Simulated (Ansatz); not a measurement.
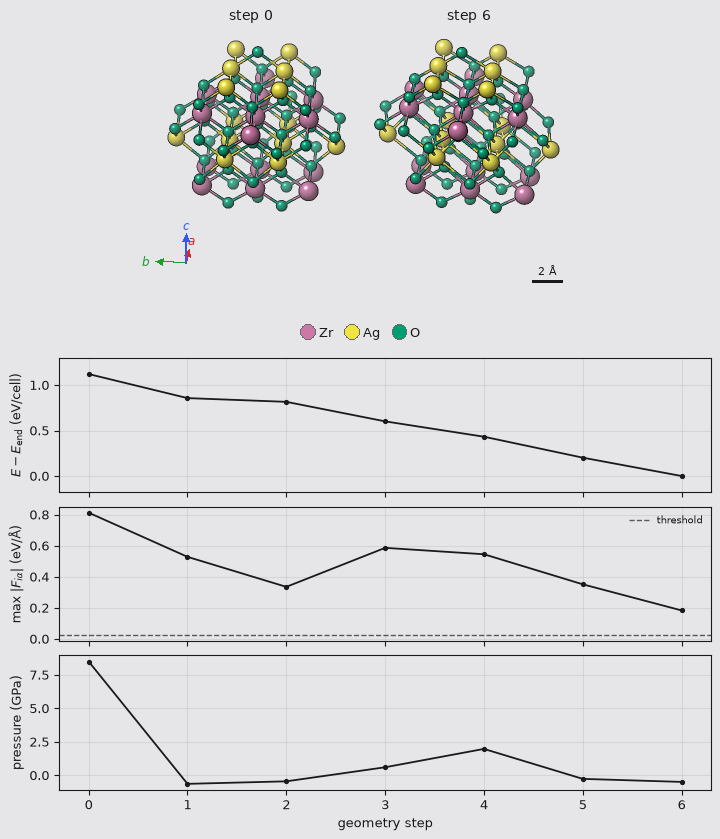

First and last geometry of a relaxation of a crystal of ZrAgO4 (a generated structure, set up in P1) (coarse preliminary run), with the history of the run. A ball-and-stick model of the atoms within 5.8 Å of the atom that moves most (axes of the cell of the calculation), seen from a free direction.

These are results of DFT PBE, scalar-relativistic, plane waves, PAW (Ansatz), not measurements. Settings: plane-wave cutoff 420 eV; k-point mesh 6 × 6 × 2; occupations gaussian; smearing width 0.2 eV; no spin polarisation; cell and atoms relaxed; force threshold 0.025 eV/Å; at most 60 steps.

Q: Read the history and describe the run.

A: The run was cut off at its time limit before the relaxation converged, so the last structure is only a point on the way. The atom that moves furthest relative to the cell is an O atom (0.50 Å roughly along [3 3 1]). Largest moves by element: O 0.50 Å, Zr 0.37 Å, Ag 0.09 Å. The volume changes by +5.2 %, with a 3.632 → 3.709 Å (+2.1 %), b 3.592 → 3.658 Å (+1.8 %), c 10.309 → 10.496 Å (+1.8 %), α 89.2° → 83.3°, β 89.3° → 91.9°, γ 88.5° → 89.7°. Near-neighbour distances that change, for instance: Ag–O 2.170 → 2.805 Å, Ag–O 2.300 → 2.756 Å, Ag–O 2.436 → 2.858 Å, Ag–O 2.209 → 2.485 Å. Among the angles between lasting bonds that change: Zr–O–Ag 111.6° → 97.6°, Zr–O–Ag 107.2° → 120.9°, Zr–O–Ag 110.5° → 124.0°. The space group stays P1 (No. 1). After 6 geometry steps the energy has fallen by 1.121 eV per cell of the calculation. The largest force component goes from 0.81 to 0.18 eV/Å. Pressure: 8.50 GPa at the start and −0.49 GPa at the end. The run took 5.2 min on 1 thread of Intel(R) Xeon(R) Platinum 8488C (Sapphire Rapids), with other jobs on the host, peak memory 0.62 GiB.
